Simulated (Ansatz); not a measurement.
**GeH4 (SMILES [H][Ge]([H])([H])[H]): where methods fail along a bond**

The species is GeH4 (5 atoms), meant as a singlet with charge 0. As SMILES, `[H][Ge]([H])([H])[H]`. Geometry: a GFN2-xTB relaxation, a rough one for these elements and not checked as a minimum.

```xyz
5

Ge    0.0001    0.0004   -0.0002
H     0.0115   -0.0181    1.4819
H     1.3949    0.0100   -0.5035
H    -0.7076    1.2140   -0.4736
H    -0.6989   -1.2063   -0.5046
```

The Ge1–H4 distance is scanned; the parts on either side stay rigid. Basis STO-3G, 9 core orbitals frozen in the correlated methods; program Ansatz 0.2.0. FCI is exact within this basis and core. Energies in eV from each method's value at 1.482 Å; methods without a U are spin-restricted. The shape above is that at 1.482 Å.

```tsv
distance (Å)	HF	r2SCAN	B3LYP	BHLYP	HSE06	RPA@PBE	CCSDT	FCI
1.482	0.00	0.00	0.00	0.00	0.00	0.00	0.00	0.00
1.853	1.35	1.27	1.25	1.31	1.25	1.00	1.04	1.04
2.224	3.59	3.09	3.06	3.31	3.12	2.68	2.66	2.66
2.965	7.68	6.04	6.08	6.77	6.27	5.26	4.62	4.62
3.706	9.93	7.42	7.57	8.56	7.80	5.95	4.96	4.96
```

Departure from the FCI curve at its largest: HF +4.97 eV at 3.71 Å; r2SCAN +2.46 eV at 3.71 Å; B3LYP +2.62 eV at 3.71 Å; BHLYP +3.61 eV at 3.71 Å; HSE06 +2.85 eV at 3.71 Å; RPA@PBE +0.99 eV at 3.71 Å; CCSDT within 0.005 eV. Restricted functionals keep the electrons paired too, and rise too high. Restricted Hartree–Fock keeps the electrons paired, so it rises far too high as the bond breaks.

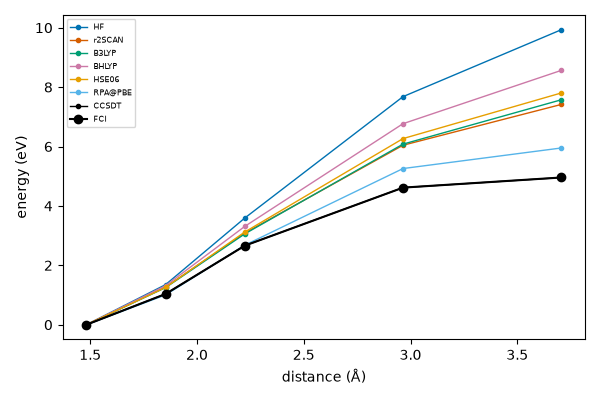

The curves of the table.
